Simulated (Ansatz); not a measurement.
BeTe: carrier doping

The reference is BeTe in the zinc blende structure (space group F-43m, No. 216).

```cif
data_BeTe
_chemical_formula_sum 'Te1 Be1'
_space_group_name_H-M_alt 'P 1'
_space_group_IT_number 1
_cell_length_a 4.00012
_cell_length_b 4.00012
_cell_length_c 4.00012
_cell_angle_alpha 60.000
_cell_angle_beta 60.000
_cell_angle_gamma 60.000
loop_
_space_group_symop_operation_xyz
  'x, y, z'
loop_
_atom_site_label
_atom_site_type_symbol
_atom_site_fract_x
_atom_site_fract_y
_atom_site_fract_z
_atom_site_occupancy
Te1 Te 0.25000 0.25000 0.25000 1
Be1 Be 0.00000 0.00000 0.00000 1
```

Carriers are added at fixed cell with a uniform background; the Fermi–Dirac width is that of 300 K.

Level of theory: r2SCAN/PAW in Ansatz (a first-principles code), no SOC.

Notes on the quantities. Fermi level from band edge: Fermi level relative to the doped band's edge (positive inside the band; to 0.05 eV).

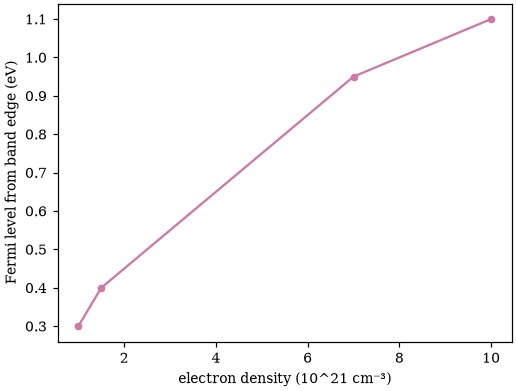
Fig. 1. Fermi level from band edge against electron density

Task: From the plot, what is the Fermi level from band edge for electrons 1.0×10^22 cm⁻³?

Result: About 1.10 eV.

Task: Is the trend monotonic over the range shown?

Result: Yes, it rises throughout, spanning +0.30 eV to +1.10 eV.

Carriers are added with a uniform compensating background; total energy and stress of such cells depend on the potential's zero and are not compared; many-body gap narrowing is missing at this level. Whether these cells are dynamically stable was not tested.
